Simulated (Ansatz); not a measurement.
# BFH5NSi: small, medium and large basis sets

Aim: see how fast density functionals converge with the basis set for BFH5NSi.

Method: one geometry, several basis sets; program: Ansatz 0.2.0, Gaussian basis.

The runs, in order: PBE0-D4/def2-SVP; ωB97M-V/def2-SVP; PBE0-D4/def2-QZVPP; ωB97M-V/def2-QZVPP; the functionals' def2-TZVPP values are taken from earlier runs.

### Step 1. The geometry

All runs share one geometry, relaxed beforehand with PBE0-D4 in a triple-zeta def2 set.

SMILES `FBN[SiH3]`, 9 atoms, charge 0, spin multiplicity 1.

Atoms are counted from 1 here; the program's logs count them from 0.

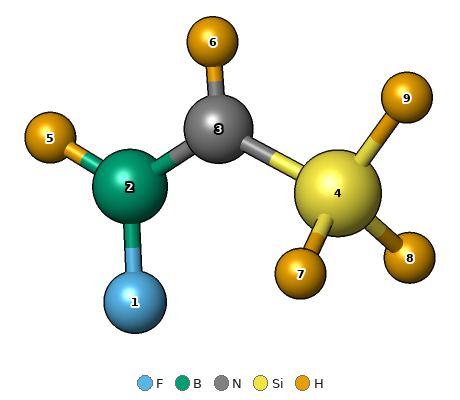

The structure; fluorine blue, boron teal, nitrogen grey, silicon yellow, hydrogen amber; atoms are numbered from 1 in the order of the file.

As a file:

```
F     0.62628   -0.31819   -1.98306
B     1.01578    0.55797   -1.04960
N     0.39548    0.50838    0.20417
Si   -0.86510   -0.60136    0.69272
H     1.87452    1.34401   -1.32462
H     0.70902    1.18000    0.88733
H    -2.07083   -0.44431   -0.15675
H    -0.39758   -2.00673    0.61280
H    -1.19908   -0.26616    2.09990
```

### Step 2. PBE0-D4 in def2-SVP

in.yaml reads:

```yaml
crystal:
  periodic: [false, false, false]
  atoms:
    - {symbol: F, position_ang: [0.626280, -0.318194, -1.983060]}
    - {symbol: B, position_ang: [1.015777, 0.557965, -1.049598]}
    - {symbol: N, position_ang: [0.395478, 0.508376, 0.204166]}
    - {symbol: Si, position_ang: [-0.865100, -0.601363, 0.692722]}
    - {symbol: H, position_ang: [1.874525, 1.344014, -1.324616]}
    - {symbol: H, position_ang: [0.709023, 1.180002, 0.887330]}
    - {symbol: H, position_ang: [-2.070825, -0.444313, -0.156751]}
    - {symbol: H, position_ang: [-0.397576, -2.006732, 0.612802]}
    - {symbol: H, position_ang: [-1.199083, -0.266156, 2.099903]}
basis:
  gaussian: {orbitals: def2-SVP}
hamiltonian: {xc: pbe0, dispersion: d4}
output: {orbitals: {seedname: orbitals}}
```

The run is started by

```bash
$ ansatz run in.yaml --threads 2 --pin off --events-out ev --progress --plain --max-ram 4352MiB
```

The runs that follow: ωB97M-V in def2-SVP; PBE0-D4 in def2-QZVPP; ωB97M-V in def2-QZVPP.

Q: Predict the results of all the runs planned. Wanted: PBE0-D4: double and triple zeta above quadruple; ωB97M-V: double and triple zeta above quadruple.

The runs gave:

```
                                       quantity          value
PBE0-D4: double and triple zeta above quadruple  9.25, 0.56 eV
ωB97M-V: double and triple zeta above quadruple  9.41, 0.51 eV
```

For PBE0-D4 the step from double to triple zeta gains 8.70 eV and the next only 0.56 eV. Total energies overstate the basis error of differences, where much of it tends to cancel. The LUMO of ωB97M-V is positive and keeps falling with the basis (2.57 to 1.41 eV): an unbound level that the basis holds in place.
